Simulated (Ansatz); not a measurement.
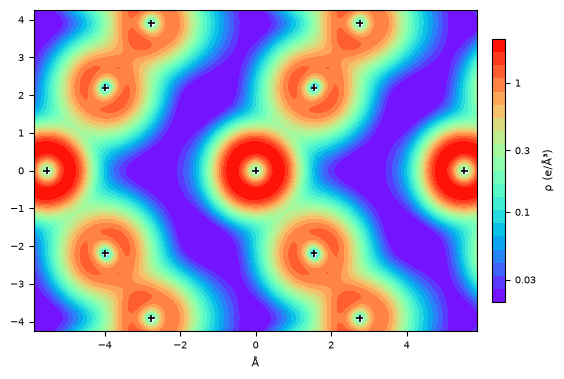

The valence electron density on a plane through atoms (crosses mark nuclei in the plane).

These are results of DFT PBE, scalar-relativistic, plane waves, PAW; 4f electrons in the core of a trivalent norm-conserving potential (Ansatz), not measurements.

Candidates:
A. NdS5, a = 5.53 Å, b = 5.53 Å, c = 5.53 Å, α = 90.00°, β = 90.00°, γ = 90.00°. Space group P-43m; a structure generated by program, which may or may not match a known phase; computed without spin polarisation; no Hubbard U on the f states and no spin–orbit coupling.
B. Er3O, a = 4.53 Å, b = 4.53 Å, c = 4.53 Å, α = 90.00°, β = 90.00°, γ = 90.00°. Space group Pm-3m; a structure generated by program, which may or may not match a known phase; computed without spin polarisation; no Hubbard U on the f states and no spin–orbit coupling.
C. PrAl3Mo2, a = 5.53 Å, b = 5.53 Å, c = 4.34 Å, α = 90.00°, β = 90.00°, γ = 120.00°. Space group P6/mmm; a structure generated by program, which may or may not match a known phase; computed without spin polarisation; no Hubbard U on the f states and no spin–orbit coupling.

Which system is this?

Candidate A: NdS5 on the (011) plane of the conventional cell, which holds Nd and S. S–S (2.10 Å): ρ at the midpoint is about 0.9 e/Å³. Nd–S (2.68 Å): ρ is about 0.33 e/Å³ halfway.
